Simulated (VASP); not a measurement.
# HfN with rev-vdW-DF2: from relaxation to properties, part 3 of 4

What structure does HfN take at this level, and what are its properties? The start is a cell from a database of measured crystal structures.

VASP 6.6.1; rev-vdW-DF2; plane waves and PAW (Hf_pv, N).

Still holding for the runs below: This run has no spin polarisation. Its electron count is odd, so without a moment it is a metal by construction.

So far. Step 3 (Second relaxation): It ends with forces that vanish by symmetry and a pressure of 0.01 GPa. The volume moved by only 0.11 %, so the cell is settled. Step 4 (Single point with fields (rev-vdW-DF2)): In this run the pressure is 0.00 GPa, small enough to go on. The relaxed cell has a = 4.516 Å (conventional setting).

## 5. Band structure (rev-vdW-DF2)

The mesh alone shows little of the dispersion and can miss band extrema, so KPOINTS_OPT adds a path through the symmetry points after the self-consistent cycle.

INCAR reads:

```
SYSTEM = HfN
PREC = Accurate
ENCUT = 520
EDIFF = 1E-06
NELM = 100
ISMEAR = 0
SIGMA = 0.05
LREAL = .FALSE.
ALGO = Normal
GGA = MK
AGGAC = 0
LUSE_VDW = .TRUE.
PARAM1 = 0.1234
PARAM2 = 0.711357
ZAB_VDW = -1.8867
LASPH = .TRUE.
NBANDS = 19
LORBIT = 11
LWAVE = .FALSE.
LCHARG = .FALSE.
KPAR = 2
```

POSCAR reads:

```
HfN
1.0
    0.0000000000      2.2579669706      2.2579669706
    2.2579669706      0.0000000000      2.2579669706
    2.2579669706      2.2579669706      0.0000000000
Hf N
1 1
Direct
    0.0000000000      0.0000000000      0.0000000000
    0.5000000000      0.5000000000      0.5000000000
```

KPOINTS reads:

```
Automatic mesh
0
Gamma
9 9 9
0 0 0
```

KPOINTS_OPT reads:

```
Line mode
16
Line-mode
Reciprocal
  0.00000000   0.00000000   0.00000000 GAMMA
  0.50000000   0.00000000   0.50000000 X

  0.50000000   0.00000000   0.50000000 X
  0.50000000   0.25000000   0.75000000 W

  0.50000000   0.25000000   0.75000000 W
  0.37500000   0.37500000   0.75000000 K

  0.37500000   0.37500000   0.75000000 K
  0.00000000   0.00000000   0.00000000 GAMMA

  0.00000000   0.00000000   0.00000000 GAMMA
  0.50000000   0.50000000   0.50000000 L

  0.50000000   0.50000000   0.50000000 L
  0.62500000   0.25000000   0.62500000 U

  0.62500000   0.25000000   0.62500000 U
  0.50000000   0.25000000   0.75000000 W

  0.50000000   0.25000000   0.75000000 W
  0.50000000   0.50000000   0.50000000 L

  0.50000000   0.50000000   0.50000000 L
  0.37500000   0.37500000   0.75000000 K

  0.62500000   0.25000000   0.62500000 U
  0.50000000   0.00000000   0.50000000 X
```

The projector-augmented-wave data sets are Hf_pv and N (PBE family, release 64).

Started as:

```console
$ mpirun -np 2 vasp_std
```

Output:

```text
[... set-up lines as in an earlier step ...]
 entering main loop
       N       E                     dE             d eps       ncg     rms          rms(c)
DAV:   1     0.478356146211E+02    0.47836E+02   -0.72086E+03  1330   0.745E+02
DAV:   2    -0.197773817344E+02   -0.67613E+02   -0.63607E+02  1623   0.211E+02
DAV:   3    -0.218344133952E+02   -0.20570E+01   -0.20344E+01  1541   0.281E+01
DAV:   4    -0.218400690469E+02   -0.56557E-02   -0.56551E-02  1510   0.165E+00
DAV:   5    -0.218400792300E+02   -0.10183E-04   -0.10184E-04  1562   0.702E-02    0.491E+01
DAV:   6    -0.189063069355E+02    0.29338E+01   -0.64029E+00  1450   0.164E+01    0.423E+01
DAV:   7    -0.188209744791E+02    0.85332E-01   -0.39480E-01  1429   0.453E+00    0.268E+01
DAV:   8    -0.187959434082E+02    0.25031E-01   -0.95547E-02  1431   0.226E+00    0.569E+00
DAV:   9    -0.187907304346E+02    0.52130E-02   -0.10511E-02  1455   0.736E-01    0.203E+00
DAV:  10    -0.187906901576E+02    0.40277E-04   -0.71653E-04  1498   0.222E-01    0.500E-01
DAV:  11    -0.187906634015E+02    0.26756E-04   -0.42012E-05  1468   0.579E-02    0.847E-02
DAV:  12    -0.187906630639E+02    0.33760E-06   -0.68527E-06  1513   0.174E-02
   1 F= -.18790663E+02 E0= -.18789634E+02  d E =-.205803E-02
 Start KPOINTS_OPT (optional k-point list driver)
k-point batch [1-35\160]
       N       E                     dE             ncg
DAV:   1    -0.237992406334E+04   -0.20754E+05     1330
DAV:   2    -0.451889945768E+04   -0.21390E+04     1664
DAV:   3    -0.458250214008E+04   -0.63603E+02     1554
DAV:   4    -0.458267188735E+04   -0.16975E+00     1444
DAV:   5    -0.458267225575E+04   -0.36839E-03     1526
DAV:   6    -0.458267225722E+04   -0.14718E-05     1281
DAV:   7    -0.458267225730E+04   -0.83421E-07     1159
[...]
k-point batch [141-160\160]
       N       E                     dE             ncg
DAV:   1     0.783296997926E+04   -0.14595E+05      760
DAV:   2     0.658844469130E+04   -0.12445E+04      913
DAV:   3     0.654805533195E+04   -0.40389E+02      870
DAV:   4     0.654795006996E+04   -0.10526E+00      808
DAV:   5     0.654794985022E+04   -0.21975E-03      854
DAV:   6     0.654794984929E+04   -0.93007E-06      710
```

Elapsed: 17 s, on 2 MPI ranks of Intel Xeon 6975P-C (Granite Rapids), shared host; peak memory 0.52 GiB.

From OUTCAR (step 5):

```text
   k-points           NKPTS =     35   k-points in BZ     NKDIM =     35   number of bands    NBANDS=     19

   NELECT =      15.0000    total number of electrons

 E-fermi :   8.2645

 k-point     1 :       0.0000    0.0000    0.0000
  band No.  band energies     occupation
    ...
      6       5.2716      2.00000
      7       5.2716      2.00000
      8       7.9207      2.00000
      9       7.9207      2.00000
     10       7.9207      2.00000
     11      10.1654      0.00000
     12      10.2541      0.00000
     13      10.2541      0.00000
     14      17.9477      0.00000
     15      20.3115      0.00000
    ...

Total vdW correction in eV:      1.7672551

  Total        0.0025380      0.0025380      0.0025380      0.0000000      0.0000000      0.0000000
  in kB        0.1766109      0.1766109      0.1766109      0.0000000      0.0000000      0.0000000
  external PRESSURE =       0.1766109 kB  Pullay stress =       0.0000000 kB

 POSITION                                       TOTAL-FORCE (eV/Angst)
 -----------------------------------------------------------------------------------
      0.00000      0.00000      0.00000         0.000000     -0.000000      0.000000
      2.25797      2.25797      2.25797        -0.000000      0.000000     -0.000000
 -----------------------------------------------------------------------------------
    total drift:                                0.000000     -0.000000     -0.000000

  FREE ENERGIE OF THE ION-ELECTRON SYSTEM (eV)
  ---------------------------------------------------
  free  energy   TOTEN  =       -18.7906630639 eV

  energy  without entropy=      -18.7886050379  energy(sigma->0) =      -18.78963405

Total vdW correction in eV:      1.7672525

[... 8 parts as in an earlier step ...]

[... 8 further parts left out ...]
```

Spin-orbit coupling is off here; with elements this heavy it splits and shifts levels by tenths of an eV or more.

This step gave:

```yaml
scf_cycles: 12
bands: 19
fermi_energy: 8.264 eV
pressure: 0.01766 GPa
```

Electronic bands along the path, in eV, zero at the Fermi level; # counts the bands kept, so #1 is VASP's band 5:

```
    point     #1     #2     #3     #4     #5     #6    #7
        Γ  -2.99  -2.99  -2.99  -0.34  -0.34  -0.34  1.90
        X  -5.36  -3.79  -3.65  -3.65   4.11   5.49  5.49
        W  -6.13  -5.42  -5.42   1.14   1.14   5.51  5.57
        K  -6.30  -5.48  -4.93  -0.83   3.87   4.43  6.05
        Γ  -2.99  -2.99  -2.99  -0.34  -0.34  -0.34  1.90
        L  -8.85  -6.15  -6.15   3.28   3.69   3.69  4.54
        U  -6.30  -5.48  -4.93  -0.83   3.87   4.43  6.05
        W  -6.13  -5.42  -5.42   1.14   1.14   5.51  5.57
        L  -8.85  -6.15  -6.15   3.28   3.69   3.69  4.54
        K  -6.30  -5.48  -4.93  -0.83   3.87   4.43  6.05
jump to U  -6.30  -5.48  -4.93  -0.83   3.87   4.43  6.05
        X  -5.36  -3.79  -3.65  -3.65   4.11   5.49  5.49
```

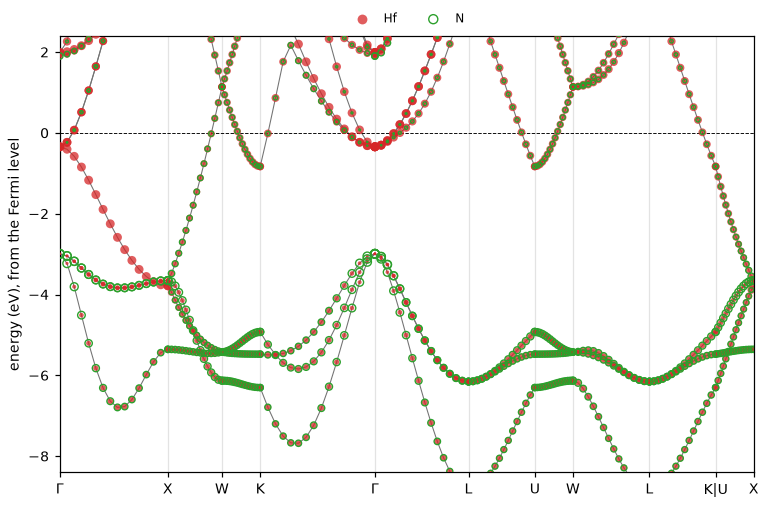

Electronic bands along the path; dots are coloured as in the legend, and their area grows with the weight.

There is no gap at this level.

## 6. Density of states (rev-vdW-DF2)

A density of states needs more k-points than a total energy; ISMEAR = -5 takes tetrahedra, and LORBIT projects the states on the PAW spheres. The mesh is finer than in the run before.

INCAR, as its differences from that of step 5:

```diff
@@ -5,3 +5,3 @@
 NELM = 100
-ISMEAR = 0
+ISMEAR = -5
 SIGMA = 0.05
@@ -21 +21,2 @@
 KPAR = 2
+NEDOS = 2001
```

POSCAR is that of step 5.

KPOINTS reads:

```
Automatic mesh
0
Gamma
13 13 13
0 0 0
```

Started as:

```console
$ mpirun -np 2 vasp_std
```

Output:

```text
[... set-up lines as in an earlier step ...]
 entering main loop
       N       E                     dE             d eps       ncg     rms          rms(c)
DAV:   1     0.454142684487E+02    0.45414E+02   -0.71739E+03  3192   0.746E+02
DAV:   2    -0.199414834284E+02   -0.65356E+02   -0.61542E+02  3887   0.208E+02
DAV:   3    -0.218237011647E+02   -0.18822E+01   -0.18684E+01  3690   0.272E+01
DAV:   4    -0.218284454792E+02   -0.47443E-02   -0.47435E-02  3665   0.154E+00
DAV:   5    -0.218284548684E+02   -0.93892E-05   -0.93883E-05  3704   0.666E-02    0.491E+01
DAV:   6    -0.189013682956E+02    0.29271E+01   -0.63173E+00  3511   0.164E+01    0.423E+01
DAV:   7    -0.188148468346E+02    0.86521E-01   -0.39529E-01  3452   0.453E+00    0.269E+01
DAV:   8    -0.187904571287E+02    0.24390E-01   -0.96178E-02  3431   0.225E+00    0.571E+00
DAV:   9    -0.187852374613E+02    0.52197E-02   -0.10928E-02  3515   0.744E-01    0.202E+00
DAV:  10    -0.187851372303E+02    0.10023E-03   -0.74665E-04  3600   0.229E-01    0.504E-01
DAV:  11    -0.187851218599E+02    0.15370E-04   -0.45041E-05  3576   0.598E-02    0.854E-02
DAV:  12    -0.187851235765E+02   -0.17167E-05   -0.69219E-06  3575   0.175E-02    0.142E-02
DAV:  13    -0.187851231918E+02    0.38470E-06   -0.14163E-07  1857   0.305E-03
   1 F= -.18785123E+02 E0= -.18785123E+02  d E =0.000000E+00
 -----------------------------------------------------------------------------
|                                                                             |
|           W    W    AA    RRRRR   N    N  II  N    N   GGGG   !!!           |
|           W    W   A  A   R    R  NN   N  II  NN   N  G    G  !!!           |
|           W    W  A    A  R    R  N N  N  II  N N  N  G       !!!           |
|           W WW W  AAAAAA  RRRRR   N  N N  II  N  N N  G  GGG   !            |
|           WW  WW  A    A  R   R   N   NN  II  N   NN  G    G                |
|           W    W  A    A  R    R  N    N  II  N    N   GGGG   !!!           |
|                                                                             |
|     Tetrahedron method does not include variations of the Fermi             |
|     occupations, so forces and stress will be inaccurate. We suggest        |
|     using a different smearing scheme ISMEAR = 1 or 2 for metals in         |
|     relaxations.                                                            |
|                                                                             |
 -----------------------------------------------------------------------------
```

The job ended after 16 s (2 MPI ranks; peak memory 0.55 GiB).

Parts of OUTCAR (step 6):

```text
   k-points           NKPTS =     84   k-points in BZ     NKDIM =     84   number of bands    NBANDS=     19

   NELECT =      15.0000    total number of electrons

 E-fermi :   8.3226

 k-point     1 :       0.0000    0.0000    0.0000
  band No.  band energies     occupation
    ...
      6       5.2704      2.00000
      7       5.2704      2.00000
      8       7.9222      2.00000
      9       7.9222      2.15016
     10       7.9222      2.15016
     11      10.1657      0.00000
     12      10.2567      0.00000
     13      10.2567      0.00000
     14      17.9501      0.00000
     15      20.3198      0.00000
    ...

Total vdW correction in eV:      1.7678518

  Total       -0.0019267     -0.0019267     -0.0019267      0.0000000      0.0000000      0.0000000
  in kB       -0.1340728     -0.1340728     -0.1340728      0.0000000      0.0000000      0.0000000
  external PRESSURE =      -0.1340728 kB  Pullay stress =       0.0000000 kB

 POSITION                                       TOTAL-FORCE (eV/Angst)
 -----------------------------------------------------------------------------------
      0.00000      0.00000      0.00000        -0.000000      0.000000      0.000000
      2.25797      2.25797      2.25797         0.000000     -0.000000      0.000000
 -----------------------------------------------------------------------------------
    total drift:                                0.000000     -0.000000     -0.000000

  FREE ENERGIE OF THE ION-ELECTRON SYSTEM (eV)
  ---------------------------------------------------
  free  energy   TOTEN  =       -18.7851231918 eV

  energy  without entropy=      -18.7851231918  energy(sigma->0) =      -18.78512319

Total vdW correction in eV:      1.7678557

[... 6 parts as in an earlier step ...]

[... 10 further parts left out ...]
```

With tetrahedra the forces and stress of a metal are not exact derivatives of the energy.

Numbers from this step:

```yaml
scf_cycles: 13
irreducible_k_points: 84
fermi_energy: 8.323 eV
pressure: -0.01341 GPa
dos_at_the_fermi_level: 0.6240 states/eV/cell
```

The density of states has structure finer than the step of the table below, so its rows give means over 2 eV, whole bins alone (the curve runs from -12.0 to 7.88 eV). Peaks (eV: height): total -5.5: 4.48, 3.6: 2.14; Hf d -5.5: 0.793, 3.6: 1.50, 4.9: 1.38; N p -5.5: 1.78; Hf p -5.5: 0.780, 5.3: 0.204; Hf s -7.7: 0.121, 4.9: 0.0653, 6.3: 0.0527.

States under -12.0 eV and over 7.9 eV are left out. Density of states against energy, zero at the Fermi level; means over each step; values in states/eV/cell:

```
energy (eV)  total    Hf d     N p     Hf p     Hf s      N s
        -10      0       0       0        0        0        0
         -8  0.532  0.0832   0.166   0.0246   0.0698  0.00525
         -6   1.85   0.380   0.736    0.205   0.0356  0.00756
         -4  0.626   0.109   0.281   0.0597  0.00236  0.00144
         -2  0.232   0.114  0.0376  0.00357  0.00124   5.3e-4
          0  0.612   0.336  0.0809  0.00449  0.00513  0.00354
          2  0.938   0.578   0.102   0.0146   0.0146   0.0147
          4   1.74    1.19   0.160   0.0372   0.0443   0.0487
          6   1.22   0.715   0.109    0.128   0.0428   0.0780
```

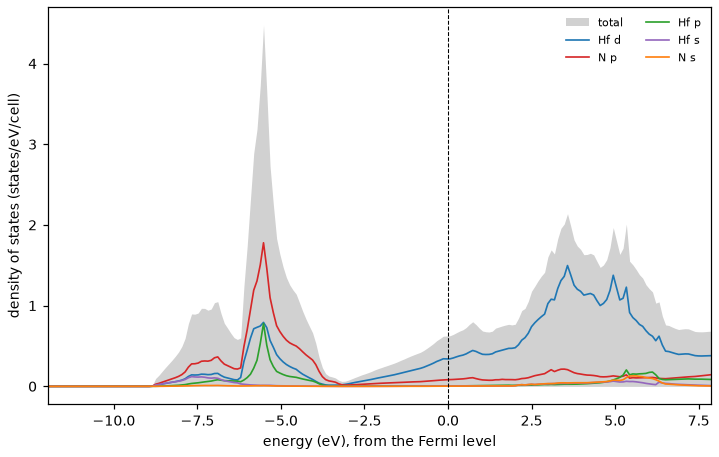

Density of states against energy.

The finer mesh and the other smearing move the Fermi level by +0.06 eV from the 9×9×9 run, one measure of the sampling error in the zero of the bands above. Of the states within 0.3 eV of the Fermi level, the largest shares in the PAW spheres are Hf d 55 % and N p 13 %. The rest lies in smaller channels or between the spheres.

[end of part 3 of 4]

[Lines on the potential files, build, host, timing and source positions are cut from VASP's logs without a mark.]

[Logs are printed without paths, hosts, clocks, repeated set-up lines and the standing remarks that a program may print on its own settings, such as how far it seeks lower states.]

[Hosts, paths, dates, database ids (printed as entryN), source tags and the programs' standing remarks are cut or masked in the printed files.]

[Measured values are set beside computed ones only where the two were judged alike; some that the calculation misses by far are left out.]
